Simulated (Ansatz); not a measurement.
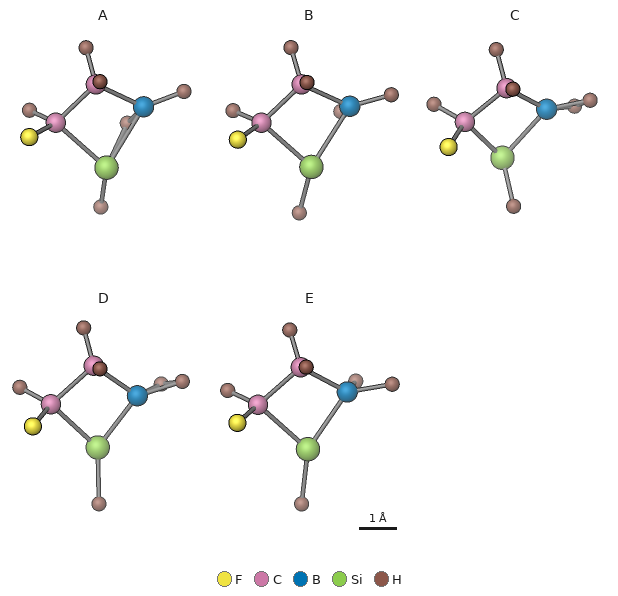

5 geometries from one relaxation of C$_{2}$H$_{6}$BFSi, in shuffled order. A ball-and-stick model, seen at a tilt.

The run prepares an end point of a later path (hydrogen shift) calculation, from a guessed geometry.

All numbers below come from Ansatz 0.2.0, RKS BLYP-D4/cc-pVDZ. Settings: no spin polarisation; force threshold 0.02 eV/Å; at most 50 steps.

Question: Put them in the order of the run, from the start to the converged end.

Answer: C, D, E, B, A. They are steps 0, 3, 5, 8, 16, at +3.655 eV, +1.935 eV, +0.917 eV, +0.225 eV relative to the last. After 15 accepted moves (16 points after the start) the energy has fallen by 3.655 eV. Largest force component: 3.3 eV/Å at the start, 0.0072 eV/Å at the end. The line search rejected the trial step at point 15 of the run. The largest move after the best rigid fit is that of an H atom, 1.09 Å. Largest moves by element: H 1.09 Å, Si 0.83 Å, F 0.37 Å, B 0.33 Å, C 0.11 Å. Near-neighbour distances that change, for instance: H–H 0.873 → 2.099 Å, H–Si 2.464 → 1.712 Å, B–H 1.170 → 1.380 Å, C–Si 1.836 → 1.956 Å. Bond angles that change, for instance: H–B–H 42.5° → 108.5°, C–B–H 151.8° → 104.2°, Si–B–H 103.3° → 58.1°.
